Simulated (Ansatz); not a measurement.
**AlH5S (Al(H2S)H3) at MP2/STO-3G**

Aim: the vertical electron affinity of AlH5S (Al(H2S)H3) at MP2/STO-3G, from 2 runs. 

The results are computed with Ansatz 0.2.0.

44 further runs of the same task are left out: 44 set aside as unsound or not needed.

## Step 1: The system as given

AlH5S has 7 atoms, charge 0, and is taken as a singlet. SMILES: `[H][Al]([H])([H])<-[SH2]`. The shape comes from GFN2-xTB, which is rough for such elements, and wasn't checked as a minimum.

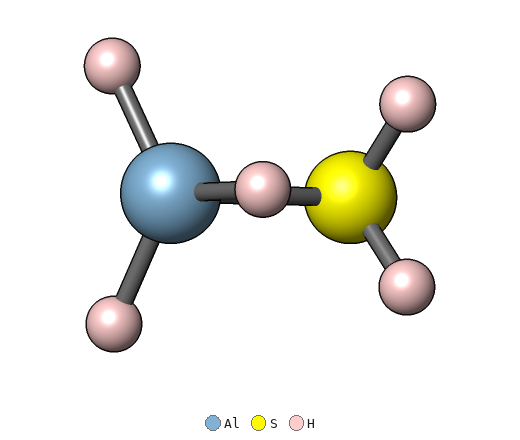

Viewed from a chosen angle; aluminium light blue, sulfur yellow, hydrogen pink.

## Step 2: The energy at MP2/STO-3G

File in.yaml:

```yaml
crystal:
  periodic: [false, false, false]
  atoms:
    - {symbol: Al, position_ang: [0.129800, -0.221970, -1.011590]}
    - {symbol: S, position_ang: [0.151830, -0.251940, 1.458910]}
    - {symbol: H, position_ang: [0.512600, 1.030130, 1.485280]}
    - {symbol: H, position_ang: [-1.145480, 0.049310, 1.476400]}
    - {symbol: H, position_ang: [1.682150, -0.187190, -1.188640]}
    - {symbol: H, position_ang: [-0.666140, 1.139260, -1.046260]}
    - {symbol: H, position_ang: [-0.664760, -1.557600, -1.174090]}
basis:
  gaussian: {orbitals: STO-3G}
correlation: {method: mp2, frozen_orbitals: {Al: 5, H: 0, S: 5}}
accuracy: high
```

Command:

```console
$ ansatz run in.yaml --threads 1 --pin off --max-ram 2610MiB --events-out events.jsonl --progress --plain --runs-dir runs
```

What it wrote:

```text
Warning: RAYON_NUM_THREADS=1 ignored (pool sized by the plan → 1); use --threads N
Functional definition: HF
  name "HF"
  exchange = exact_x
  correlation = 0
408 factors; integrals over basis functions are off by at most 1.4e-8 eV
mean field evaluation 1: about -17279.9617 eV, gradient 1.3e1 eV
mean field evaluation 2: about -17279.9780 eV, gradient 1.3e1 eV
mean field evaluation 4: about -17280.8208 eV, gradient 5.6e-1 eV
mean field evaluation 8: about -17280.8214 eV, gradient 1.4e-6 eV
mean field -17280.82142167 eV, -635.0584738849 hartree, gradient 2.2e-8 eV, S^2 0.000000; 0 other end points of the search recorded, 0 dependent functions left out
10 core orbitals not correlated: weight in the atoms' cores, before any rotation towards them, 0.999 or more for the frozen orbitals, at most 0.000 for the correlated occupied ones
reference -17280.82142167 eV, -635.0584738849 hartree; 7, 7 occupied and 6, 6 virtual orbitals, 408 factors
second order -1.81044174 eV of doubles, -0.00000000 eV of singles
Total energy: -17282.63186341 eV, -635.1250063916 hartree
```

Wall time 0.12 s (1 thread of Arm Neoverse V2, shared host).

## Step 3: The doublet anion, same level

File run.yaml:

```yaml
crystal:
  periodic: [false, false, false]
  atoms:
    - symbol: Al
      position_ang: [0.129800, -0.221970, -1.011590]
    - symbol: S
      position_ang: [0.151830, -0.251940, 1.458910]
    - symbol: H
      position_ang: [0.512600, 1.030130, 1.485280]
    - symbol: H
      position_ang: [-1.145480, 0.049310, 1.476400]
    - symbol: H
      position_ang: [1.682150, -0.187190, -1.188640]
    - symbol: H
      position_ang: [-0.666140, 1.139260, -1.046260]
    - symbol: H
      position_ang: [-0.664760, -1.557600, -1.174090]
basis:
  gaussian:
    orbitals: STO-3G
total_charge: -1
magnetization:
  spin_polarized: true
  initial_magnetization: 1
correlation:
  method: mp2
  frozen_orbitals: {Al: 5, H: 0, S: 5}
accuracy: high
```

Command:

```console
$ ansatz run run.yaml --threads 1 --pin off --max-ram 2610MiB --events-out events.jsonl --progress --plain --runs-dir runs
```

What it wrote (excerpt; [...] marks lines left out):

```text
Warning: RAYON_NUM_THREADS=1 ignored (pool sized by the plan → 1); use --threads N
[... 2 set-up lines as earlier in the session ...]
[...]
408 factors; integrals over basis functions are off by at most 1.4e-8 eV
[...]
mean field -17270.60333436 eV, -634.6829661022 hartree, gradient 1.4e-8 eV, S^2 0.772161; 5 other end points of the search recorded, 0 dependent functions left out
10 core orbitals not correlated: weight in the atoms' cores, before any rotation towards them, 0.999 or more for the frozen orbitals, at most 0.000 for the correlated occupied ones
reference -17270.60333436 eV, -634.6829661022 hartree; 8, 7 occupied and 5, 6 virtual orbitals, 408 factors
second order -1.58083811 eV of doubles, -0.00000000 eV of singles
Total energy: -17272.18417247 eV, -634.7410608312 hartree
```

Wall time 0.26 s (1 thread of Arm Neoverse V2, shared host).

## Step 4: What came out

Level: MP2/STO-3G, 10 core orbitals frozen.

```
                                                   quantity          value
                                singlet AlH5S: total energy  -635.12501 Eh
singlet AlH5S: correlation energy (10 core orbitals frozen)      -66.5 mEh
                                doublet anion: total energy  -634.74106 Eh
doublet anion: correlation energy (10 core orbitals frozen)      -58.1 mEh
           doublet anion: ⟨S²⟩ of the reference determinant          0.772
          vertical electron affinity (to the doublet anion)     -10.448 eV
```

What this shows: The anion lies 10.45 eV (1008 kJ/mol) above the neutral: the electron isn't bound at this level, and such a value depends on the basis. Without diffuse functions anions come out too high. In a minimal basis such a difference can be off by several eV, whatever the method.
